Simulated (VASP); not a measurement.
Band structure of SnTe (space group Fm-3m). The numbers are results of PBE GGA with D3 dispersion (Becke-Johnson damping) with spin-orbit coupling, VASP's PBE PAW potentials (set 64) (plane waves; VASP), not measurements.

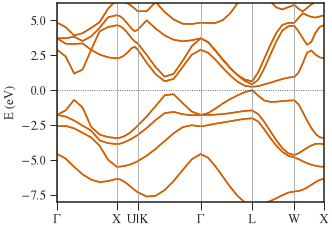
Figure: Bands along high-symmetry lines, zero at the valence-band maximum or, without a gap, the Fermi level

Q: Read the plot: is there a gap, and where are the band edges?

A: The gap is direct, 0.25 eV, from the valence maximum at L to the conduction minimum at L.

The structure comes from a measured SnTe entry (Fm-3m) of the Crystallography Open Database, whose conditions weren't checked. It was relaxed first.
